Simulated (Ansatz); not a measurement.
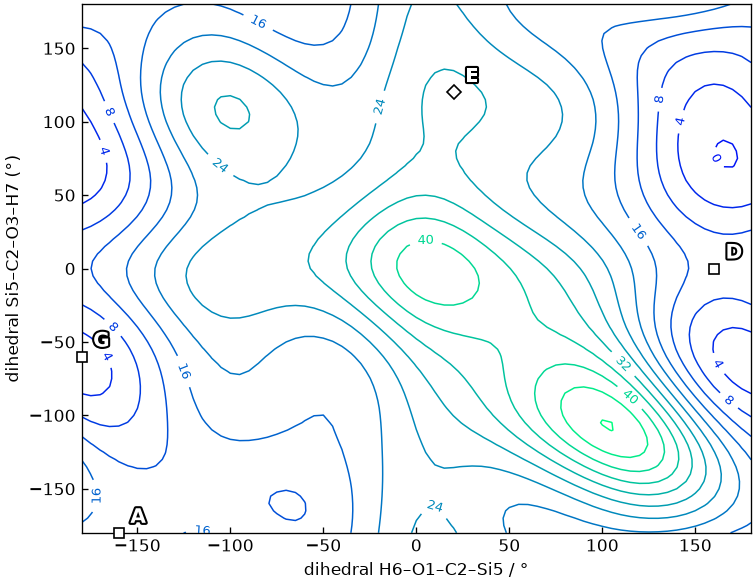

CH₅FO₂Si, SMILES OC(O)(F)[SiH3]. 
- Coordinates scanned: (1) dihedral H6–O1–C2–Si5; (2) dihedral Si5–C2–O3–H7.
- Nothing is relaxed (all other coordinates rigid).
- Grid: 18 × 18 points.
- Energies are in kJ/mol, from the lowest grid point.
- The calculation used Ansatz, RKS SPW92 (LDA)/def2-SVP.

The picture shows contour lines labelled in kJ/mol, lettered points. Between grid points the surface is interpolated.

### Is A the lowest point of the computed grid?

No. A lies 14.2 kJ/mol above the lowest grid point, which is at dihedral H6–O1–C2–Si5 = 160°, dihedral Si5–C2–O3–H7 = 80°.

### What kind of point is each of A, D, E, G: minimum, saddle, maximum or slope?

A: saddle point; D: saddle point; E: maximum; G: minimum. (In these two coordinates alone; a stationary point may lie a little off the grid point.)
